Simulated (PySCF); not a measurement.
# C3H9ClSi, SMILES `C[Si](C)(C)Cl`: electronic structure

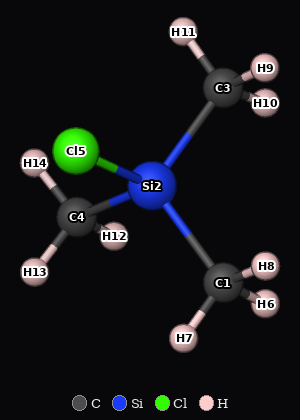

The molecule, with its atoms numbered as below. No frequency check shows the geometry to be a minimum.

Cartesian coordinates (Å):

```
C1      -0.8978   -1.3515    1.2035
Si2     -0.3029    0.0004    0.0001
C3      -0.9032   -0.3640   -1.7697
C4      -0.8947    1.7196    0.5697
Cl5      1.7417   -0.0022   -0.0021
H6      -1.9818   -1.3957    1.2409
H7      -0.5395   -1.1700    2.2118
H8      -0.5504   -2.3307    0.9023
H9      -0.5400   -1.3293   -2.1197
H10     -1.9873   -0.3782   -1.8225
H11     -0.5480    0.3851   -2.4702
H12     -1.9786    1.7757    0.5904
H13     -0.5329    1.9488    1.5723
H14     -0.5359    2.5016   -0.0920
```

Part 1: Bonding charge

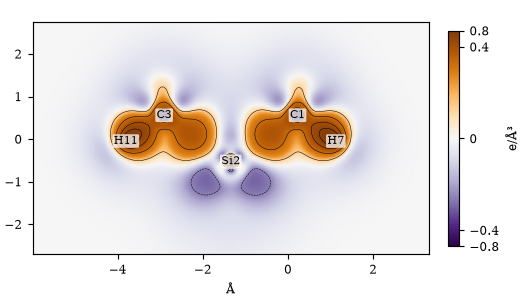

Deformation density (molecule less spherical, spin-averaged free atoms) in the plane of C1, Si2, C3, H7 and H11; colour scale in e/Å³, logarithmic beyond ±0.1; orange: gain, purple: loss.

Computed with PySCF, PBE/def2-TZVP, geometry: GFN2-xTB.

> How much density has each bond in this plane gained at its critical point, relative to the free atoms?

C3–H11 and C1–H7: +0.65 e/Å³ at the bond critical point (bond length 1.08 Å, Mayer order 0.9). Si2–C3: +0.19 e/Å³ at the bond critical point (bond length 1.90 Å, Mayer order 1.0). C1–Si2: +0.19 e/Å³ at the bond critical point (bond length 1.91 Å, Mayer order 1.0). In all, 2.8 electrons gather in the regions of gain relative to the promolecule.

> Where do the Hirshfeld charges lie?

The highest Hirshfeld charge is on Si2 (+0.37 e), the lowest on C1, C3 and C4 (−0.20 e).

```
atom  charge (e)
  C1       −0.20
 Si2       +0.37
  C3       −0.20
  C4       −0.20
 Cl5       −0.13
  H6       +0.04
  H7       +0.04
  H8       +0.04
  H9       +0.04
 H10       +0.04
 H11       +0.04
 H12       +0.04
 H13       +0.04
 H14       +0.04
```

Part 2: Electrostatic potential

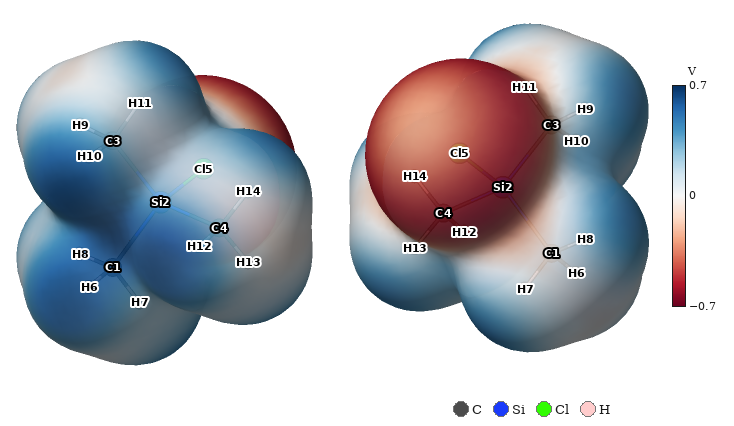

Electrostatic potential on the surface of electron density 0.001 a.u. (back view left, front view right).

> Where are the extremes of the potential on the surface?

Highest: 0.68 V, about equally far (1.8 Å) from H6 and H12. Further maxima include 0.50 V, 1.4 Å from H7, and at like points elsewhere. Lowest: −0.56 V, 2.1 Å from Cl5, and at like points elsewhere. Further minima include −0.06 V, near H14 (1.77 Å), H13 (1.84 Å) and C4 (1.99 Å), and at like points elsewhere. The surface is sampled at points, so like sites can differ by a few per cent and only the strongest of them is named.

> What volume does the surface enclose, and what is the dipole moment?

About 152 Å³; the dipole moment is 1.8 D.

Part 3: In an electric field

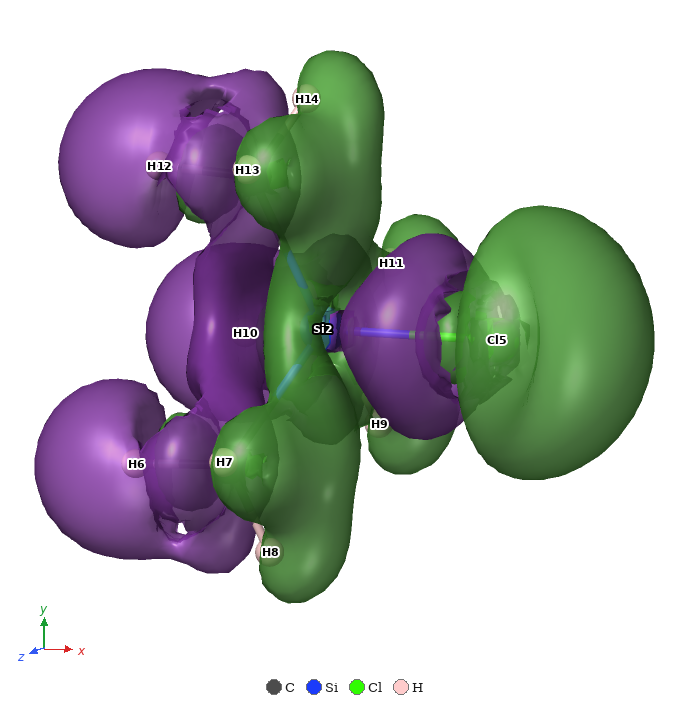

Change of the electron density in a uniform field of 0.21 V/Å, surfaces at ±0.001 e/Å³ (purple: gain, green: loss).

Method: PBE/def2-TZVP; geometry: GFN2-xTB; program: PySCF. A basis without diffuse functions makes polarisabilities too small.

> Along which Cartesian direction does the field point?

Along +x: electrons gather on the −x side, against the field.

> How large is the response?

The induced dipole is 0.79 D (along the field); α along this axis, from the fields in both directions, is 78 bohr³ (11.5 Å³).

> Which atoms gain and lose the most charge?

Electrons gather most on H6, H10 and H12 alike (Hirshfeld charge changes by −0.009 e) and leave Cl5 most (+0.022 e); 0.070 electrons are displaced in all.
